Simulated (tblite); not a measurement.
**Geometry relaxation, with input and output: C8H9FOSi (part 2 of 2)**

C8H9FOSi, SMILES Cc1ccc([SiH3])c(C(=O)F)c1; GFN2-xTB geometry optimisation, gas phase (tblite 0.8.0). 

Geometry of the input (Å):
```
C  3.0910  0.2228  -0.5336
C  1.6282  0.0155  -0.3377
C  1.1113  -1.2240  -0.7294
C  -0.2555  -1.4234  -0.5535
C  -1.0490  -0.4394  0.0368
Si -2.8444  -0.8115  0.2349
C  -0.5244  0.7795  0.4248
C  -1.3488  1.8192  1.0333
O  -2.5860  1.6835  1.2279
F  -0.7858  2.9874  1.4057
C  0.8417  0.9887  0.2380
H  3.6875  -0.6893  -0.2934
H  3.2980  0.4622  -1.6049
H  3.5121  1.0330  0.1020
H  1.7294  -1.9786  -1.1779
H  -0.6943  -2.3867  -0.8424
H  -3.0766  -2.2723  0.0807
H  -3.3544  -0.5021  1.5679
H  -3.6667  -0.2061  -0.8402
H  1.2814  1.9525  0.5580
```

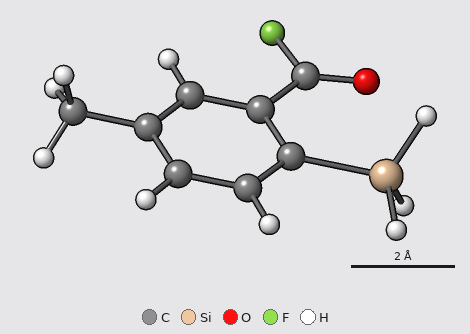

Fig. 1: The geometry at step 47 of the log (ball-and-stick view, seen at a tilt).

**Trajectory as extended XYZ, continued**
```
20
Properties=species:S:1:pos:R:3:forces:R:3 step=28 energy=-877.49455
C     3.1391    0.2491   -0.5321   -0.0340  -0.0080   0.0050
C     1.6779    0.0039   -0.3203   -0.0420  -0.0380   0.0180
C     1.0925   -1.2017   -0.7036   -0.0120  -0.0360  -0.0130
C    -0.2565   -1.4428   -0.5135    0.0020   0.0500   0.0020
C    -1.0888   -0.4814    0.0459   -0.0240   0.0120  -0.0080
Si   -2.9436   -0.8001    0.2881    0.0110   0.0220   0.0100
C    -0.4998    0.7381    0.4104   -0.0170  -0.0100  -0.0040
C    -1.3861    1.7540    0.9414    0.0310  -0.0170  -0.0140
O    -2.5752    1.7195    1.0193    0.0300  -0.0030   0.0210
F    -0.7420    2.8730    1.3852   -0.0140  -0.0140  -0.0240
C     0.8673    0.9734    0.2432   -0.0380   0.0050  -0.0140
H     3.7176   -0.6407   -0.2927    0.0040   0.0050  -0.0140
H     3.3220    0.5009   -1.5769    0.0270  -0.0020   0.0060
H     3.4836    1.0738    0.0864    0.0200  -0.0010  -0.0190
H     1.7081   -1.9615   -1.1620    0.0440  -0.0380   0.0060
H    -0.6796   -2.3928   -0.8136    0.0590   0.0730   0.0280
H    -3.0793   -2.2305   -0.0430   -0.0160   0.0260  -0.0120
H    -3.3504   -0.6252    1.6765    0.0240  -0.0300   0.0120
H    -3.7064   -0.0201   -0.6788   -0.0010   0.0020  -0.0100
H     1.2943    1.9218    0.5373   -0.0550   0.0010   0.0240
20
Properties=species:S:1:pos:R:3:forces:R:3 step=31 energy=-877.49720
C     3.1376    0.2493   -0.5310    0.0170   0.0100  -0.0070
C     1.6777    0.0010   -0.3184   -0.0090   0.0050   0.0090
C     1.0959   -1.2070   -0.7016   -0.0200   0.0050   0.0130
C    -0.2539   -1.4428   -0.5115   -0.0020   0.0010   0.0010
C    -1.0902   -0.4826    0.0415    0.0030   0.0170  -0.0230
Si   -2.9455   -0.7904    0.2876    0.0290   0.0200   0.0000
C    -0.5010    0.7357    0.4052   -0.0140   0.0100  -0.0050
C    -1.3882    1.7486    0.9349    0.0050   0.0000   0.0110
O    -2.5773    1.7073    1.0159    0.0190   0.0190   0.0260
F    -0.7495    2.8699    1.3778   -0.0120   0.0060  -0.0210
C     0.8655    0.9719    0.2413   -0.0290  -0.0040   0.0030
H     3.7200   -0.6373   -0.2916    0.0040  -0.0160  -0.0180
H     3.3207    0.5041   -1.5745    0.0160  -0.0250  -0.0280
H     3.4868    1.0760    0.0814   -0.0080   0.0130   0.0270
H     1.7119   -1.9708   -1.1561    0.0140   0.0130   0.0320
H    -0.6758   -2.3935   -0.8025    0.0250  -0.0050  -0.0150
H    -3.0942   -2.2127   -0.0641   -0.0160  -0.0150  -0.0080
H    -3.3149   -0.6350    1.6887   -0.0100  -0.0310   0.0060
H    -3.7137   -0.0035   -0.6695    0.0000   0.0090   0.0080
H     1.2830    1.9226    0.5436   -0.0110  -0.0350  -0.0120
20
Properties=species:S:1:pos:R:3:forces:R:3 step=33 energy=-877.49775
C     3.1379    0.2498   -0.5311    0.0050   0.0010  -0.0040
C     1.6769    0.0007   -0.3176    0.0250   0.0140  -0.0100
C     1.0956   -1.2075   -0.7007    0.0200   0.0170   0.0150
C    -0.2539   -1.4423   -0.5113    0.0020  -0.0090  -0.0080
C    -1.0905   -0.4817    0.0393   -0.0050  -0.0010  -0.0170
Si   -2.9440   -0.7879    0.2876   -0.0180  -0.0180  -0.0030
C    -0.5023    0.7358    0.4040   -0.0020   0.0040  -0.0070
C    -1.3878    1.7480    0.9347   -0.0140   0.0170   0.0110
O    -2.5765    1.7067    1.0178   -0.0230   0.0040   0.0260
F    -0.7510    2.8700    1.3753    0.0160   0.0260  -0.0110
C     0.8635    0.9713    0.2409    0.0160  -0.0120  -0.0040
H     3.7204   -0.6377   -0.2927   -0.0080   0.0030  -0.0120
H     3.3218    0.5029   -1.5758    0.0030  -0.0200   0.0000
H     3.4871    1.0768    0.0821   -0.0150  -0.0080   0.0060
H     1.7135   -1.9716   -1.1531    0.0000   0.0170   0.0340
H    -0.6734   -2.3932   -0.8019    0.0010  -0.0250  -0.0200
H    -3.0973   -2.2108   -0.0672   -0.0080   0.0100  -0.0020
H    -3.3107   -0.6385    1.6906   -0.0070  -0.0260  -0.0040
H    -3.7144   -0.0010   -0.6683    0.0050   0.0100   0.0150
H     1.2801    1.9210    0.5442    0.0070  -0.0040  -0.0060
20
Properties=species:S:1:pos:R:3:forces:R:3 step=36 energy=-877.49877
C     3.1392    0.2510   -0.5320   -0.0150  -0.0160   0.0020
C     1.6785    0.0018   -0.3174   -0.0110   0.0030  -0.0080
C     1.0972   -1.2069   -0.6961    0.0100  -0.0110  -0.0010
C    -0.2530   -1.4430   -0.5120    0.0010  -0.0020  -0.0110
C    -1.0922   -0.4807    0.0323   -0.0060  -0.0170   0.0090
Si   -2.9445   -0.7852    0.2872   -0.0270  -0.0290  -0.0020
C    -0.5050    0.7363    0.4002    0.0040  -0.0050  -0.0040
C    -1.3898    1.7486    0.9347    0.0020   0.0050  -0.0130
O    -2.5780    1.7053    1.0249   -0.0060   0.0000   0.0280
F    -0.7523    2.8737    1.3676    0.0100   0.0090  -0.0130
C     0.8615    0.9694    0.2397    0.0130   0.0280  -0.0020
H     3.7206   -0.6377   -0.2962    0.0000   0.0000   0.0180
H     3.3241    0.4983   -1.5780   -0.0080   0.0180   0.0140
H     3.4857    1.0775    0.0837    0.0050  -0.0130  -0.0230
H     1.7176   -1.9718   -1.1412    0.0140  -0.0180   0.0100
H    -0.6679   -2.3968   -0.8026   -0.0040   0.0040  -0.0070
H    -3.1060   -2.2042   -0.0763   -0.0020  -0.0050  -0.0080
H    -3.3003   -0.6510    1.6951   -0.0070  -0.0140  -0.0120
H    -3.7164    0.0082   -0.6613   -0.0050   0.0170   0.0150
H     1.2758    1.9179    0.5448    0.0310   0.0460   0.0080
20
Properties=species:S:1:pos:R:3:forces:R:3 step=39 energy=-877.49977
C     3.1386    0.2501   -0.5325    0.0050  -0.0010   0.0030
C     1.6784    0.0032   -0.3178   -0.0240  -0.0030   0.0160
C     1.0999   -1.2083   -0.6914   -0.0260  -0.0070  -0.0080
C    -0.2516   -1.4448   -0.5139   -0.0030   0.0060   0.0090
C    -1.0941   -0.4822    0.0267    0.0200   0.0170   0.0170
Si   -2.9485   -0.7856    0.2863    0.0390   0.0150  -0.0110
C    -0.5069    0.7363    0.3954    0.0020   0.0150   0.0020
C    -1.3921    1.7492    0.9320    0.0150  -0.0160   0.0050
O    -2.5796    1.7034    1.0344    0.0370  -0.0030   0.0150
F    -0.7531    2.8778    1.3569   -0.0080  -0.0160  -0.0280
C     0.8611    0.9719    0.2380   -0.0240   0.0220  -0.0080
H     3.7213   -0.6372   -0.2964   -0.0030  -0.0170   0.0240
H     3.3248    0.4970   -1.5779   -0.0130   0.0200  -0.0060
H     3.4850    1.0768    0.0816    0.0180   0.0110  -0.0040
H     1.7242   -1.9754   -1.1272    0.0060  -0.0140   0.0010
H    -0.6631   -2.4006   -0.8038   -0.0080   0.0180   0.0000
H    -3.1167   -2.1978   -0.0899   -0.0050  -0.0450  -0.0240
H    -3.2886   -0.6676    1.6990   -0.0170  -0.0040  -0.0010
H    -3.7203    0.0234   -0.6487   -0.0120   0.0100   0.0140
H     1.2761    1.9211    0.5461    0.0000  -0.0070  -0.0180
20
Properties=species:S:1:pos:R:3:forces:R:3 step=42 energy=-877.50070
C     3.1379    0.2486   -0.5325    0.0020   0.0120   0.0100
C     1.6761    0.0048   -0.3170    0.0280  -0.0070   0.0000
C     1.1003   -1.2092   -0.6887    0.0110   0.0110   0.0050
C    -0.2516   -1.4446   -0.5154    0.0020   0.0060   0.0120
C    -1.0938   -0.4811    0.0245    0.0020   0.0060   0.0020
Si   -2.9479   -0.7876    0.2839    0.0070  -0.0150  -0.0030
C    -0.5081    0.7384    0.3920    0.0100  -0.0010   0.0030
C    -1.3913    1.7495    0.9323    0.0030   0.0030   0.0150
O    -2.5769    1.7023    1.0494   -0.0050  -0.0270   0.0050
F    -0.7516    2.8817    1.3440    0.0160   0.0170  -0.0130
C     0.8592    0.9768    0.2347    0.0150  -0.0290  -0.0190
H     3.7198   -0.6396   -0.2936   -0.0220   0.0100   0.0010
H     3.3238    0.4976   -1.5781   -0.0150  -0.0100   0.0110
H     3.4873    1.0761    0.0792    0.0080   0.0060   0.0080
H     1.7299   -1.9789   -1.1144   -0.0250   0.0140   0.0000
H    -0.6611   -2.4005   -0.8072   -0.0230   0.0130   0.0090
H    -3.1236   -2.2002   -0.1001    0.0120   0.0160  -0.0190
H    -3.2874   -0.6812    1.6987   -0.0060  -0.0010  -0.0160
H    -3.7233    0.0331   -0.6393    0.0010  -0.0060   0.0190
H     1.2772    1.9247    0.5445   -0.0210  -0.0170  -0.0310
20
Properties=species:S:1:pos:R:3:forces:R:3 step=45 energy=-877.50168
C     3.1380    0.2494   -0.5305    0.0030   0.0030   0.0040
C     1.6775    0.0048   -0.3155    0.0000   0.0030  -0.0100
C     1.1015   -1.2093   -0.6846    0.0120  -0.0120   0.0150
C    -0.2507   -1.4436   -0.5144   -0.0010   0.0010  -0.0040
C    -1.0930   -0.4792    0.0226   -0.0220  -0.0200   0.0010
Si   -2.9455   -0.7906    0.2808   -0.0350  -0.0110   0.0110
C    -0.5078    0.7403    0.3888   -0.0060  -0.0190   0.0060
C    -1.3898    1.7493    0.9342    0.0070   0.0100  -0.0150
O    -2.5735    1.6957    1.0653    0.0020  -0.0060   0.0190
F    -0.7493    2.8879    1.3270   -0.0070   0.0190   0.0020
C     0.8584    0.9778    0.2284    0.0040  -0.0030   0.0170
H     3.7153   -0.6406   -0.2900    0.0140   0.0030  -0.0080
H     3.3198    0.4971   -1.5766    0.0080  -0.0150  -0.0020
H     3.4913    1.0773    0.0783   -0.0070   0.0050   0.0170
H     1.7322   -1.9817   -1.1014   -0.0090  -0.0100  -0.0250
H    -0.6627   -2.3979   -0.8077   -0.0080   0.0060   0.0130
H    -3.1300   -2.1991   -0.1176    0.0280   0.0370  -0.0180
H    -3.2839   -0.6969    1.6968    0.0010  -0.0050  -0.0110
H    -3.7274    0.0446   -0.6238    0.0080  -0.0130   0.0080
H     1.2743    1.9253    0.5369    0.0070   0.0290  -0.0210
20
Properties=species:S:1:pos:R:3:forces:R:3 step=47 energy=-877.50221
C     3.1384    0.2507   -0.5289    0.0070  -0.0070  -0.0030
C     1.6788    0.0043   -0.3150   -0.0200   0.0020   0.0080
C     1.1033   -1.2110   -0.6805   -0.0120  -0.0130   0.0050
C    -0.2497   -1.4440   -0.5134   -0.0060  -0.0030   0.0010
C    -1.0939   -0.4801    0.0212   -0.0020   0.0010   0.0100
Si   -2.9467   -0.7917    0.2802   -0.0020   0.0220   0.0050
C    -0.5078    0.7394    0.3869   -0.0090   0.0020   0.0060
C    -1.3892    1.7492    0.9325    0.0020  -0.0010  -0.0050
O    -2.5720    1.6906    1.0719    0.0170   0.0120   0.0210
F    -0.7501    2.8922    1.3170   -0.0210  -0.0030  -0.0070
C     0.8585    0.9774    0.2260   -0.0170   0.0170   0.0210
H     3.7148   -0.6393   -0.2885    0.0310  -0.0070  -0.0030
H     3.3182    0.4961   -1.5756    0.0210  -0.0040  -0.0100
H     3.4924    1.0790    0.0791   -0.0140   0.0010   0.0110
H     1.7332   -1.9848   -1.0952    0.0010  -0.0160  -0.0260
H    -0.6636   -2.3976   -0.8057    0.0040  -0.0080   0.0050
H    -3.1339   -2.1928   -0.1338    0.0230  -0.0010  -0.0240
H    -3.2774   -0.7092    1.6972   -0.0070  -0.0080   0.0170
H    -3.7310    0.0553   -0.6094   -0.0040  -0.0060  -0.0120
H     1.2726    1.9272    0.5309    0.0060   0.0190  -0.0190
20
Properties=species:S:1:pos:R:3:forces:R:3 step=50 energy=-877.50309
C     3.1395    0.2510   -0.5268   -0.0090  -0.0180  -0.0040
C     1.6785    0.0038   -0.3131    0.0110  -0.0190   0.0100
C     1.1048   -1.2147   -0.6737   -0.0130   0.0110  -0.0190
C    -0.2498   -1.4447   -0.5117   -0.0050  -0.0090   0.0180
C    -1.0953   -0.4807    0.0209    0.0240   0.0180   0.0160
Si   -2.9483   -0.7919    0.2799    0.0240   0.0130   0.0010
C    -0.5089    0.7392    0.3852    0.0130   0.0240   0.0000
C    -1.3876    1.7499    0.9314   -0.0240  -0.0010   0.0300
O    -2.5675    1.6852    1.0903   -0.0180   0.0030   0.0090
F    -0.7524    2.9004    1.2985    0.0020  -0.0010  -0.0140
C     0.8570    0.9792    0.2239    0.0160  -0.0040  -0.0260
H     3.7178   -0.6388   -0.2866    0.0100   0.0120   0.0040
H     3.3192    0.4931   -1.5751    0.0160   0.0080   0.0170
H     3.4920    1.0806    0.0818   -0.0190  -0.0220  -0.0180
H     1.7341   -1.9907   -1.0884   -0.0160   0.0200   0.0010
H    -0.6650   -2.3977   -0.8033    0.0090  -0.0190  -0.0010
H    -3.1343   -2.1847   -0.1614    0.0140  -0.0060  -0.0150
H    -3.2732   -0.7303    1.6987   -0.0080  -0.0100   0.0270
H    -3.7365    0.0687   -0.5907   -0.0160   0.0090  -0.0300
H     1.2707    1.9336    0.5171   -0.0110  -0.0110  -0.0060
20
Properties=species:S:1:pos:R:3:forces:R:3 step=53 energy=-877.50404
C     3.1399    0.2480   -0.5251   -0.0040  -0.0080   0.0000
C     1.6787    0.0016   -0.3105    0.0050   0.0000  -0.0240
C     1.1033   -1.2162   -0.6705   -0.0020   0.0080  -0.0090
C    -0.2513   -1.4444   -0.5081   -0.0020  -0.0010   0.0110
C    -1.0942   -0.4782    0.0249   -0.0040  -0.0080   0.0130
Si   -2.9474   -0.7920    0.2796   -0.0080  -0.0050   0.0020
C    -0.5085    0.7428    0.3853    0.0040  -0.0030  -0.0010
C    -1.3872    1.7515    0.9367    0.0020   0.0030   0.0010
O    -2.5634    1.6808    1.1167   -0.0200  -0.0120  -0.0010
F    -0.7533    2.9100    1.2793    0.0030   0.0130   0.0020
C     0.8571    0.9815    0.2191    0.0080  -0.0050  -0.0260
H     3.7215   -0.6391   -0.2840   -0.0050  -0.0010   0.0110
H     3.3229    0.4902   -1.5726   -0.0010   0.0070   0.0090
H     3.4896    1.0785    0.0830   -0.0050  -0.0070  -0.0070
H     1.7308   -1.9931   -1.0860   -0.0070   0.0170   0.0050
H    -0.6671   -2.3970   -0.8017    0.0060  -0.0020   0.0090
H    -3.1259   -2.1808   -0.1843    0.0090   0.0250   0.0080
H    -3.2780   -0.7468    1.6995    0.0030  -0.0140  -0.0120
H    -3.7408    0.0730   -0.5848    0.0100   0.0030  -0.0030
H     1.2682    1.9402    0.5006    0.0100  -0.0110   0.0110
20
Properties=species:S:1:pos:R:3:forces:R:3 step=56 energy=-877.50432
C     3.1397    0.2470   -0.5250    0.0060   0.0060  -0.0030
C     1.6789    0.0009   -0.3127   -0.0130   0.0130  -0.0090
C     1.1023   -1.2160   -0.6713   -0.0050  -0.0010  -0.0030
C    -0.2516   -1.4453   -0.5058   -0.0010   0.0030   0.0000
C    -1.0940   -0.4789    0.0275   -0.0030   0.0020   0.0040
Si   -2.9478   -0.7905    0.2803    0.0020   0.0120  -0.0010
C    -0.5079    0.7429    0.3853   -0.0070   0.0010  -0.0010
C    -1.3880    1.7514    0.9366    0.0020  -0.0020  -0.0060
O    -2.5646    1.6790    1.1161    0.0240  -0.0020   0.0000
F    -0.7547    2.9112    1.2779   -0.0140  -0.0060  -0.0020
C     0.8577    0.9812    0.2160   -0.0150   0.0090   0.0070
H     3.7227   -0.6385   -0.2823   -0.0070  -0.0120   0.0060
H     3.3239    0.4913   -1.5713    0.0050  -0.0010  -0.0110
H     3.4877    1.0779    0.0826    0.0000   0.0070   0.0100
H     1.7294   -1.9921   -1.0867    0.0060  -0.0090  -0.0080
H    -0.6663   -2.3984   -0.7991    0.0000  -0.0010   0.0130
H    -3.1242   -2.1763   -0.1883    0.0000  -0.0040   0.0010
H    -3.2761   -0.7511    1.7003   -0.0040  -0.0100  -0.0030
H    -3.7411    0.0760   -0.5832    0.0120   0.0010   0.0010
H     1.2689    1.9391    0.4999    0.0120  -0.0060   0.0040
20
Properties=species:S:1:pos:R:3:forces:R:3 step=58 energy=-877.50447
C     3.1399    0.2466   -0.5248   -0.0030   0.0070  -0.0030
C     1.6782    0.0015   -0.3147   -0.0020   0.0040   0.0020
C     1.1018   -1.2164   -0.6707    0.0030   0.0000  -0.0060
C    -0.2519   -1.4457   -0.5040    0.0030   0.0010  -0.0030
C    -1.0944   -0.4792    0.0289    0.0070   0.0070  -0.0060
Si   -2.9480   -0.7894    0.2802    0.0070   0.0010   0.0010
C    -0.5083    0.7433    0.3844    0.0020   0.0070  -0.0030
C    -1.3877    1.7516    0.9362   -0.0060  -0.0010   0.0020
O    -2.5633    1.6763    1.1213    0.0140  -0.0010   0.0010
F    -0.7567    2.9141    1.2720   -0.0070  -0.0070  -0.0040
C     0.8568    0.9821    0.2132    0.0010   0.0020   0.0100
H     3.7227   -0.6391   -0.2802   -0.0180   0.0020  -0.0020
H     3.3249    0.4911   -1.5711    0.0100  -0.0060  -0.0030
H     3.4866    1.0780    0.0834   -0.0010   0.0000   0.0040
H     1.7296   -1.9930   -1.0845   -0.0010  -0.0060  -0.0060
H    -0.6657   -2.3994   -0.7963   -0.0060  -0.0030   0.0150
H    -3.1241   -2.1721   -0.1964   -0.0040  -0.0100  -0.0020
H    -3.2743   -0.7601    1.7004   -0.0080  -0.0050   0.0080
H    -3.7415    0.0812   -0.5778    0.0050   0.0080  -0.0060
H     1.2700    1.9391    0.4973    0.0030   0.0010   0.0020
20
Properties=species:S:1:pos:R:3:forces:R:3 step=61 energy=-877.50464
C     3.1395    0.2469   -0.5249   -0.0070  -0.0010   0.0000
C     1.6772    0.0029   -0.3168    0.0080  -0.0080  -0.0010
C     1.1017   -1.2162   -0.6707    0.0040   0.0010  -0.0030
C    -0.2520   -1.4453   -0.5027    0.0030  -0.0020  -0.0010
C    -1.0940   -0.4779    0.0292    0.0020  -0.0020  -0.0090
Si   -2.9473   -0.7890    0.2797   -0.0020  -0.0110   0.0030
C    -0.5084    0.7452    0.3827    0.0070  -0.0010  -0.0020
C    -1.3871    1.7519    0.9373    0.0030  -0.0010   0.0000
O    -2.5604    1.6723    1.1328   -0.0290  -0.0080   0.0020
F    -0.7592    2.9181    1.2628    0.0090   0.0110   0.0020
C     0.8563    0.9841    0.2107    0.0150  -0.0040   0.0000
H     3.7189   -0.6405   -0.2780   -0.0090   0.0060  -0.0030
H     3.3276    0.4894   -1.5713    0.0080  -0.0020   0.0060
H     3.4860    1.0776    0.0847   -0.0010  -0.0030  -0.0060
H     1.7296   -1.9945   -1.0819   -0.0050   0.0070  -0.0040
H    -0.6662   -2.4000   -0.7913   -0.0030  -0.0010   0.0110
H    -3.1238   -2.1698   -0.2052   -0.0020   0.0020   0.0010
H    -3.2748   -0.7711    1.7001   -0.0040   0.0010   0.0010
H    -3.7401    0.0864   -0.5746    0.0070   0.0060   0.0000
H     1.2713    1.9402    0.4941   -0.0040   0.0090   0.0050
20
Properties=species:S:1:pos:R:3:forces:R:3 step=64 energy=-877.50475
C     3.1389    0.2471   -0.5256    0.0050  -0.0030   0.0000
C     1.6770    0.0033   -0.3187   -0.0010   0.0020   0.0010
C     1.1013   -1.2155   -0.6732   -0.0030   0.0000   0.0010
C    -0.2518   -1.4452   -0.5023   -0.0020   0.0000   0.0030
C    -1.0933   -0.4774    0.0297   -0.0030   0.0010   0.0000
Si   -2.9469   -0.7890    0.2804    0.0030   0.0000  -0.0010
C    -0.5076    0.7457    0.3830   -0.0020  -0.0010   0.0020
C    -1.3875    1.7517    0.9375    0.0020  -0.0010  -0.0010
O    -2.5614    1.6713    1.1308   -0.0030  -0.0010   0.0010
F    -0.7599    2.9178    1.2653   -0.0010   0.0010   0.0000
C     0.8574    0.9841    0.2114   -0.0050   0.0020   0.0000
H     3.7161   -0.6407   -0.2777    0.0070  -0.0070   0.0010
H     3.3302    0.4892   -1.5712    0.0020   0.0010  -0.0020
H     3.4850    1.0771    0.0848    0.0020   0.0020  -0.0030
H     1.7280   -1.9934   -1.0864    0.0020   0.0030  -0.0050
H    -0.6670   -2.4006   -0.7868    0.0020  -0.0020   0.0020
H    -3.1220   -2.1705   -0.2017   -0.0040  -0.0040  -0.0030
H    -3.2777   -0.7694    1.7001   -0.0020   0.0030  -0.0020
H    -3.7366    0.0851   -0.5786    0.0060   0.0020   0.0050
H     1.2728    1.9399    0.4964   -0.0050   0.0010   0.0020
```

**Results in brief**

```csv
quantity,value
outcome,converged
total energy,−877.5048 eV
hardware,"1 CPU thread, shared host"
wall time,1.1 s
peak memory,0.18 GiB
```
